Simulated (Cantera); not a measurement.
A closed system holds: 1 mol Si, a varied amount of HF, held at 650 K and 0.0730 bar.

Equilibrium computed with Cantera from the NASA thermochemical tables; the gas is ideal and each condensed phase is pure. Candidate condensed phases: Si; 25 gas species. The numbers say what is thermodynamically allowed, not how fast it happens.

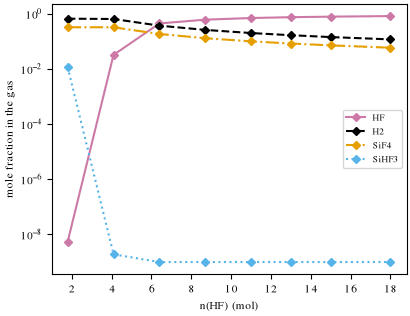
Fig. 1. Equilibrium gas composition (values under 1e-9 drawn at 1e-9)

At 1.8 mol HF the condensed part is Si(s). From 4.1 mol HF to 18 mol HF nothing is condensed. The main Si-bearing gas is SiF₄ throughout.
